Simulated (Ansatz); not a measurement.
# CH3B (triplet): one geometry, many settings at distance B1–C2 = 1.692 Å

Aim: run CH3B (triplet) at one geometry under a spread of methods and options, and see what each costs and gives.

The runs use Ansatz 0.2.0, Gaussian basis; the settings change from run to run.

21 further runs of the same task are left out: 18 that didn't finish, 3 set aside as unsound or not needed.

### Step 1. The geometry

The geometry derives from a PBE0/def2-TZVP stationary point (not a proven minimum). One bond is set to the value named and the two fragments are kept rigid.

5 atoms, charge 0, spin multiplicity 3.

Atoms are counted from 1 here; the program's logs count them from 0.

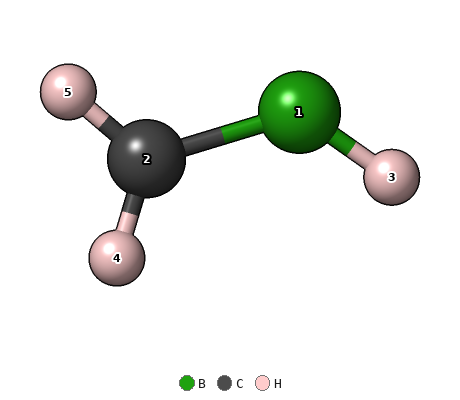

The structure; boron green, carbon dark grey, hydrogen pink; atoms are numbered from 1 in the order of the file.

Geometry (Å):

```xyz
5
charge 0, multiplicity 3
B     0.0000   -0.1820    0.9188
C     0.0000    0.0819   -0.7524
H     0.0000    0.6285    1.7951
H     0.0000    1.0752   -1.2051
H     0.0000   -0.7271   -1.4792
```

### Step 2. CASSCF(4,5)/6-31G*

Contents of in.yaml:

```yaml
crystal:
  periodic: [false, false, false]
  atoms:
    - {symbol: B, position_ang: [0.000000, -0.182049, 0.918841]}
    - {symbol: C, position_ang: [0.000000, 0.081913, -0.752442]}
    - {symbol: H, position_ang: [0.000000, 0.628459, 1.795111]}
    - {symbol: H, position_ang: [0.000000, 1.075212, -1.205128]}
    - {symbol: H, position_ang: [0.000000, -0.727115, -1.479152]}
basis:
  gaussian: {orbitals: "6-31G*"}
magnetization: {spin_polarized: false, initial_magnetization: 2}
correlation: {active_space: {window: {electrons: 4, orbitals: 5}}}
accuracy: high
```

Launch:

```
$ ansatz run in.yaml --threads 1 --pin off --events-out ev --progress --plain --max-ram 2393MiB
```

Standard output:

```text
Functional definition: HF
  name "HF"
  cite "Fock, Z. Phys. 61, 126 (1930) doi:10.1007/BF01340294"
  parent pbe
  exchange = exact_x
  correlation = 0
772 factors; integrals over basis functions are off by at most 3.3e-9 eV
mean field evaluation 1: about -1744.9617 eV, gradient 1.4e1 eV
mean field evaluation 2: about -1744.9626 eV, gradient 1.4e1 eV
mean field evaluation 4: about -1746.1405 eV, gradient 1.3e0 eV
mean field evaluation 8: about -1746.1471 eV, gradient 1.2e-3 eV
mean field -1746.14708644 eV, -64.1697218458 hartree, gradient 2.7e-8 eV, S^2 2.000000; 0 other end points of the search recorded, 0 dependent functions left out
reference -1746.14708644 eV, -64.1697218458 hartree; 8, 6 occupied and 28, 30 virtual orbitals, 772 factors
state -1746.84693329 eV, -64.1954407431 hartree
Total energy: -1746.84693329 eV, -64.1954407431 hartree
```

Wall time 0.81 s (1 thread of Arm Neoverse V2, shared host).

From the report: 100 determinants; active occupations 1.97, 1.00, 0.99, 0.02, 0.01.

### Step 3. CCSD(T) on UHF/6-31G*

Edit in.yaml of step 2 so:

```diff
@@ -10,4 +10,3 @@
   gaussian: {orbitals: "6-31G*"}
-magnetization: {spin_polarized: false, initial_magnetization: 2}
-correlation: {active_space: {window: {electrons: 4, orbitals: 5}}}
-accuracy: high
+magnetization: {spin_polarized: true, initial_magnetization: 2}
+correlation: {method: ccsd_t, electrons: outside_noble_gas}
```

Same command.

Standard output, shortened:

```text
Functional definition: HF
  name "HF"
  cite "Fock, Z. Phys. 61, 126 (1930) doi:10.1007/BF01340294"
  parent pbe
[...]
379 factors; integrals over basis functions are off by at most 9.0e-4 eV
[...]
mean field -1746.24456140 eV, -64.1733039843 hartree, gradient 3.4e-6 eV, S^2 2.008210; 1 other end points of the search recorded, 0 dependent functions left out
determinant -1746.24456140 eV, -64.1733039843 hartree, with singles and doubles -1751.35848360 eV, -64.3612371588 hartree
determinant -1743.84621291 eV, -64.0851663029 hartree, with singles and doubles -1749.04133919 eV, -64.2760836723 hartree
2 core orbitals not correlated: weight in the atoms' cores, before any rotation towards them, 1.000 or more for the frozen orbitals, at most 0.000 for the correlated occupied ones
reference -1746.24456140 eV, -64.1733039843 hartree; 6, 4 occupied and 28, 30 virtual orbitals, 379 factors
second order -4.30824631 eV of doubles, -0.00000000 eV of singles
cycle   1  -5.11385179 eV  change    7.0e-5 eV  update   5.2e-4
[...]
cycle   7  -5.11376098 eV  change    1.2e-6 eV  update   1.1e-6
perturbative correction -0.13089490 eV, -0.0048102987 hartree
Total energy: -1751.48921728 eV, -64.3660415329 hartree
```

Run time: 0.78 s. Hardware: 1 thread of Arm Neoverse V2, shared host.

From the report: ⟨S²⟩ of the determinant 2.008 (pure triplet: 2.00); correlation -5.2447 eV; T1 0.017; largest double amplitude 0.03.

### Step 4. CASSCF(6,6)/cc-pVDZ

Edit in.yaml of step 3 so:

```diff
@@ -9,4 +9,4 @@
 basis:
-  gaussian: {orbitals: "6-31G*"}
-magnetization: {spin_polarized: true, initial_magnetization: 2}
-correlation: {method: ccsd_t, electrons: outside_noble_gas}
+  gaussian: {orbitals: cc-pVDZ}
+magnetization: {spin_polarized: false, initial_magnetization: 2}
+correlation: {active_space: {window: {electrons: 6, orbitals: 6}}}
```

Launched as before.

Standard output:

```text
Functional definition: HF
  name "HF"
  cite "Fock, Z. Phys. 61, 126 (1930) doi:10.1007/BF01340294"
  parent pbe
  exchange = exact_x
  correlation = 0
394 factors; integrals over basis functions are off by at most 1.2e-3 eV
mean field evaluation 1: about -1745.1128 eV, gradient 1.4e1 eV
mean field evaluation 2: about -1745.1131 eV, gradient 1.4e1 eV
mean field evaluation 4: about -1746.3468 eV, gradient 1.5e0 eV
mean field evaluation 8: about -1746.3571 eV, gradient 7.8e-4 eV
mean field -1746.35705542 eV, -64.1774380634 hartree, gradient 1.3e-6 eV, S^2 2.000000; 0 other end points of the search recorded, 0 dependent functions left out
reference -1746.35705542 eV, -64.1774380634 hartree; 8, 6 occupied and 35, 37 virtual orbitals, 394 factors
state -1747.29801963 eV, -64.2120178604 hartree
Total energy: -1747.29801963 eV, -64.2120178604 hartree
```

Wall time 0.84 s (1 thread of Arm Neoverse V2, shared host).

From the report: 400 determinants; active occupations 1.98, 1.98, 1.00, 1.00, 0.02, 0.02.

### Step 5. CCSD(T) on UHF/cc-pVDZ

Edit in.yaml of step 4 so:

```diff
@@ -10,3 +10,4 @@
   gaussian: {orbitals: cc-pVDZ}
-magnetization: {spin_polarized: false, initial_magnetization: 2}
-correlation: {active_space: {window: {electrons: 6, orbitals: 6}}}
+magnetization: {spin_polarized: true, initial_magnetization: 2}
+correlation: {method: ccsd_t, electrons: outside_noble_gas}
+scf: {omitted_lower_state_checks: [cluster_reference]}
```

Same command.

Standard output, shortened:

```text
Functional definition: HF
  name "HF"
  cite "Fock, Z. Phys. 61, 126 (1930) doi:10.1007/BF01340294"
  parent pbe
[...]
394 factors; integrals over basis functions are off by at most 1.2e-3 eV
[...]
mean field -1746.45572670 eV, -64.1810641661 hartree, gradient 2.4e-6 eV, S^2 2.008420; 0 other end points of the search recorded, 0 dependent functions left out
2 core orbitals not correlated: weight in the atoms' cores, before any rotation towards them, 1.000 or more for the frozen orbitals, at most 0.000 for the correlated occupied ones
reference -1746.45572670 eV, -64.1810641661 hartree; 6, 4 occupied and 35, 37 virtual orbitals, 394 factors
second order -4.79716320 eV of doubles, -0.00000000 eV of singles
cycle   1  -5.45592876 eV  change   -6.6e-1 eV  update   5.8e-2
[...]
cycle  10  -5.71112232 eV  change   -1.9e-6 eV  update   5.8e-6
perturbative correction -0.14123277 eV, -0.0051902087 hartree
Total energy: -1752.30808179 eV, -64.3961342488 hartree
Checks for a lower state left out: cluster_reference
```

Wall time 0.66 s (1 thread of Arm Neoverse V2, shared host).

From the report: ⟨S²⟩ of the determinant 2.008 (pure triplet: 2.00); correlation -5.8524 eV; T1 0.016; largest double amplitude 0.03.

### Step 6. BCCD(T) on ROHF/cc-pVDZ

Edit in.yaml of step 5 so:

```diff
@@ -10,4 +10,6 @@
   gaussian: {orbitals: cc-pVDZ}
-magnetization: {spin_polarized: true, initial_magnetization: 2}
-correlation: {method: ccsd_t, electrons: outside_noble_gas}
+magnetization: {spin_polarized: false, initial_magnetization: 2}
+hamiltonian: {pseudopotentials: {relativity: scalar}}
+correlation: {method: bccd_t, electrons: valence, diis_vectors: 2}
 scf: {omitted_lower_state_checks: [cluster_reference]}
+output: {forces: true}
```

Launched as before.

Standard output, shortened:

```text
Functional definition: HF
  name "HF"
  cite "Fock, Z. Phys. 61, 126 (1930) doi:10.1007/BF01340294"
  parent pbe
[...]
394 factors; integrals over basis functions are off by at most 1.2e-3 eV
[...]
mean field -1746.91382841 eV, -64.1978990932 hartree, gradient 1.3e-6 eV, S^2 2.000000; 0 other end points of the search recorded, 0 dependent functions left out
2 core orbitals not correlated: weight in the atoms' cores, before any rotation towards them, 1.000 or more for the frozen orbitals, at most 0.000 for the correlated occupied ones
reference -1746.91382841 eV, -64.1978990932 hartree; 6, 4 occupied and 35, 37 virtual orbitals, 394 factors
second order -4.84535408 eV of doubles, -0.06248105 eV of singles
cycle   1  -5.57755402 eV  change   -6.7e-1 eV  update   5.7e-2
[...]
cycle  17  -5.80316776 eV  change   -3.0e-7 eV  update   6.6e-7
perturbative correction -0.14811858 eV, -0.0054432573 hartree
[...]
Total energy: -1752.86511474 eV, -64.4166048322 hartree
Relativity: scalar
Atom 0 at     0.000000    -0.182049     0.918841 Å, force    -0.000000    -0.018288    -3.283687 eV/Å
Atom 1 at     0.000000     0.081913    -0.752442 Å, force     0.000000    -0.333113     3.274771 eV/Å
Atom 2 at     0.000000     0.628459     1.795111 Å, force     0.000000     0.374578     0.184457 eV/Å
Atom 3 at     0.000000     1.075212    -1.205128 Å, force     0.000000     0.458349    -0.024116 eV/Å
Atom 4 at     0.000000    -0.727115    -1.479152 Å, force     0.000000    -0.481527    -0.151425 eV/Å
Dipole moment:    -0.000000     0.122848    -0.221532 e Å
Checks for a lower state left out: cluster_reference
```

Wall time 3.3 s (1 thread of Arm Neoverse V2, shared host).

From the report: correlation -5.9513 eV; largest double amplitude 0.03.

### Step 7. NEVPT2(8,6)/6-31G

Contents of in.yaml:

```yaml
crystal:
  periodic: [false, false, false]
  atoms:
    - {symbol: B, position_ang: [0.000000, -0.182049, 0.918841]}
    - {symbol: C, position_ang: [0.000000, 0.081913, -0.752442]}
    - {symbol: H, position_ang: [0.000000, 0.628459, 1.795111]}
    - {symbol: H, position_ang: [0.000000, 1.075212, -1.205128]}
    - {symbol: H, position_ang: [0.000000, -0.727115, -1.479152]}
basis:
  gaussian: {orbitals: 6-31G}
magnetization: {spin_polarized: false, initial_magnetization: 2}
correlation: {method: sc_nevpt2, electrons: outside_noble_gas, active_space: {window: {electrons: 8, orbitals: 6}}}
scf: {lower_state_search: full}
```

Same command.

Standard output, shortened:

```text
Functional definition: HF
  name "HF"
  cite "Fock, Z. Phys. 61, 126 (1930) doi:10.1007/BF01340294"
  parent pbe
[...]
349 factors; integrals over basis functions are off by at most 2.7e-4 eV
[...]
mean field -1745.60389638 eV, -64.1497599793 hartree, gradient 1.9e-6 eV, S^2 2.000000; 5 other end points of the search recorded, 0 dependent functions left out
reference -1745.60389638 eV, -64.1497599793 hartree; 8, 6 occupied and 16, 18 virtual orbitals, 349 factors
state -1746.08998176 eV, -64.1676232873 hartree
state -1746.08998176 eV, -64.1676232873 hartree; corrected -1748.42676204 eV, -64.2534983786 hartree
state -1746.02857845 eV, -64.1653667575 hartree
state -1746.02857845 eV, -64.1653667575 hartree; corrected -1748.54387474 eV, -64.2578021912 hartree
state -1746.02857845 eV, -64.1653667575 hartree; corrected -1748.54387474 eV, -64.2578021912 hartree
WARN: the results are in doubt because another end's mean lies 0.061 eV lower, and its corrected mean 0.117 eV higher
Total energy: -1748.54387474 eV, -64.2578021912 hartree
In doubt: another end's mean lies 0.061 eV lower, and its corrected mean 0.117 eV higher
```

Run time: 0.96 s. Hardware: 1 thread of Arm Neoverse V2, shared host.

From the report: 100 determinants; active occupations 2.00, 2.00, 1.98, 1.00, 1.00, 0.02. The program marks this result as in doubt; its last lines say why.

### Step 8. CCSD on ROHF/6-31++G**

Edit in.yaml of step 7 so:

```diff
@@ -9,5 +9,5 @@
 basis:
-  gaussian: {orbitals: 6-31G}
+  gaussian: {orbitals: "6-31++G**"}
 magnetization: {spin_polarized: false, initial_magnetization: 2}
-correlation: {method: sc_nevpt2, electrons: outside_noble_gas, active_space: {window: {electrons: 8, orbitals: 6}}}
-scf: {lower_state_search: full}
+correlation: {method: ccsd, electrons: outside_noble_gas, diis_vectors: 12}
+output: {forces: true}
```

The command is unchanged.

Standard output, shortened:

```text
Functional definition: HF
  name "HF"
  cite "Fock, Z. Phys. 61, 126 (1930) doi:10.1007/BF01340294"
  parent pbe
[...]
509 factors; integrals over basis functions are off by at most 7.9e-4 eV
[...]
mean field -1746.37370440 eV, -64.1780499021 hartree, gradient 5.4e-6 eV, S^2 2.000000; 1 other end points of the search recorded, 0 dependent functions left out
[...]
determinant -1746.37370440 eV, -64.1780499021 hartree, with singles and doubles -1752.18264578 eV, -64.3915245605 hartree
determinant -1743.89970845 eV, -64.0871322279 hartree, with singles and doubles -1749.88782321 eV, -64.3071913863 hartree
2 core orbitals not correlated: weight in the atoms' cores, before any rotation towards them, 1.000 or more for the frozen orbitals, at most 0.000 for the correlated occupied ones
reference -1746.37370440 eV, -64.1780499021 hartree; 6, 4 occupied and 48, 50 virtual orbitals, 509 factors
second order -4.92001673 eV of doubles, -0.06103601 eV of singles
cycle   1  -5.78134704 eV  change   -2.5e-1 eV  update   2.0e-2
[...]
cycle  11  -5.79781480 eV  change   -1.7e-7 eV  update   7.3e-7
[...]
Total energy: -1752.17151921 eV, -64.3911156663 hartree
Atom 0 at     0.000000    -0.182049     0.918841 Å, force     0.000000     0.375004    -3.155334 eV/Å
Atom 1 at     0.000000     0.081913    -0.752442 Å, force    -0.000000    -0.268517     2.908514 eV/Å
Atom 2 at     0.000000     0.628459     1.795111 Å, force    -0.000000     0.010803    -0.229214 eV/Å
Atom 3 at     0.000000     1.075212    -1.205128 Å, force     0.000000    -0.087775     0.218026 eV/Å
Atom 4 at     0.000000    -0.727115    -1.479152 Å, force    -0.000000    -0.029515     0.258007 eV/Å
Dipole moment:    -0.000000     0.121242    -0.195173 e Å
```

It took 4.6 s on 1 thread of Arm Neoverse V2, shared host.

From the report: correlation -5.7978 eV; T1 0.017; largest double amplitude 0.03.

### Step 9. MP2 on ROHF/def2-mTZVP

Edit in.yaml of step 8 so:

```diff
@@ -9,5 +9,5 @@
 basis:
-  gaussian: {orbitals: "6-31++G**"}
+  gaussian: {orbitals: def2-mTZVP}
 magnetization: {spin_polarized: false, initial_magnetization: 2}
-correlation: {method: ccsd, electrons: outside_noble_gas, diis_vectors: 12}
-output: {forces: true}
+correlation: {method: mp2, electrons: outside_noble_gas}
+scf: {lower_state_search: full}
```

The command is unchanged.

Standard output, shortened:

```text
Functional definition: HF
  name "HF"
  cite "Fock, Z. Phys. 61, 126 (1930) doi:10.1007/BF01340294"
  parent pbe
[...]
459 factors; integrals over basis functions are off by at most 1.2e-3 eV
[...]
mean field -1746.60158113 eV, -64.1864242174 hartree, gradient 2.4e-6 eV, S^2 2.000000; 5 other end points of the search recorded, 0 dependent functions left out
[...]
2 core orbitals not correlated: weight in the atoms' cores, before any rotation towards them, 1.000 or more for the frozen orbitals, at most 0.000 for the correlated occupied ones
reference -1746.60158113 eV, -64.1864242174 hartree; 6, 4 occupied and 39, 41 virtual orbitals, 459 factors
second order -4.51424454 eV of doubles, -0.06061098 eV of singles
Total energy: -1751.17643665 eV, -64.3545470568 hartree
```

It took 0.45 s on 1 thread of Arm Neoverse V2, shared host.

### Step 10. CCSD(T)/cc-pVDZ

Edit in.yaml of step 9 so:

```diff
@@ -9,5 +9,7 @@
 basis:
-  gaussian: {orbitals: def2-mTZVP}
+  gaussian: {orbitals: cc-pVDZ}
 magnetization: {spin_polarized: false, initial_magnetization: 2}
-correlation: {method: mp2, electrons: outside_noble_gas}
-scf: {lower_state_search: full}
+hamiltonian: {xc: {name: PBE}}
+correlation: {method: ccsd_t, electrons: all}
+scf: {lower_state_search: off}
+output: {forces: true}
```

The command is unchanged.

Standard output, shortened:

```text
Functional definition: PBE
  name "PBE"
  cite "Perdew, Burke & Ernzerhof, Phys. Rev. Lett. 77, 3865 (1996) doi:10.1103/PhysRevLett.77.3865"
  parent pbe
[...]
394 factors; integrals over basis functions are off by at most 1.2e-3 eV
[...]
mean field -1754.87839379 eV, -64.4905914726 hartree, gradient 4.1e-6 eV, S^2 2.000000; 0 other end points of the search recorded, 0 dependent functions left out
reference -1746.00505513 eV, -64.1645022913 hartree; 8, 6 occupied and 35, 37 virtual orbitals, 394 factors
second order -5.18708116 eV of doubles, -0.31777407 eV of singles
cycle   1  -6.03341074 eV  change   -5.3e-1 eV  update   5.0e-2
[...]
cycle  12  -6.24191071 eV  change    6.8e-7 eV  update   6.3e-7
perturbative correction -0.15902041 eV, -0.0058438922 hartree
[...]
Total energy: -1752.40598624 eV, -64.3997321710 hartree
Atom 0 at     0.000000    -0.182049     0.918841 Å, force     0.000000    -0.004823    -3.301966 eV/Å
Atom 1 at     0.000000     0.081913    -0.752442 Å, force     0.000000    -0.334645     3.274951 eV/Å
Atom 2 at     0.000000     0.628459     1.795111 Å, force    -0.000000     0.366251     0.176184 eV/Å
Atom 3 at     0.000000     1.075212    -1.205128 Å, force    -0.000000     0.433948    -0.013987 eV/Å
Atom 4 at     0.000000    -0.727115    -1.479152 Å, force     0.000000    -0.460731    -0.135183 eV/Å
Dipole moment:    -0.000000     0.122850    -0.221607 e Å
Checks for a lower state left out: starts, cluster_reference, orbital_swaps, neighbouring_geometries, increment
```

Run time: 5.5 s. Hardware: 1 thread of Arm Neoverse V2, shared host.

From the report: correlation -6.4009 eV; T1 0.018; largest double amplitude 0.03. The orbitals are Kohn-Sham ones, so correlation energy and T1 don't compare with those on Hartree-Fock orbitals.

### Step 11. The runs in one table

Where basis and cores are those of an earlier UCCSDT(Q)/cc-pVDZ run (-1752.3407 eV), and the state is the same kind, the miss against it is given. † marks a result that the program doubts.

```
                                   level         correlated  functions  energy (eV)  from UCCSDT(Q) (meV)    time
                      CASSCF(4,5)/6-31G*                            36   -1746.8469                        0.81 s
                   CCSD(T) on UHF/6-31G*  outside noble gas         36   -1751.4892                        0.78 s
                     CASSCF(6,6)/cc-pVDZ                            43   -1747.2980                5042.7  0.84 s
                  CCSD(T) on UHF/cc-pVDZ  outside noble gas         43   -1752.3081                  32.6  0.66 s
BCCD(T) on ROHF/cc-pVDZ (relativity set)            valence         43   -1752.8651                         3.3 s
                     NEVPT2(8,6)/6-31G †  outside noble gas         24   -1748.5439                        0.96 s
                  CCSD on ROHF/6-31++G**  outside noble gas         56   -1752.1715                         4.6 s
                  MP2 on ROHF/def2-mTZVP  outside noble gas         47   -1751.1764                        0.45 s
       CCSD(T)/cc-pVDZ (on PBE orbitals)                all         43   -1752.4060                         5.5 s
```

### Step 12. Results

| quantity | value |
| --- | --- |
| runs | 9 |
| quickest | MP2 on ROHF/def2-mTZVP, 0.45 s |
| slowest | CCSD(T)/cc-pVDZ (on PBE orbitals), 5.5 s |

In words: Total energies in different bases, with other cores or another treatment of relativity can't be set against each other. CCSD(T)/cc-pVDZ (on PBE orbitals) took 12 times as long as MP2 on ROHF/def2-mTZVP; the jobs differ in more than the method. Hartree-Fock, CASSCF and CASCI lack dynamic correlation by design.
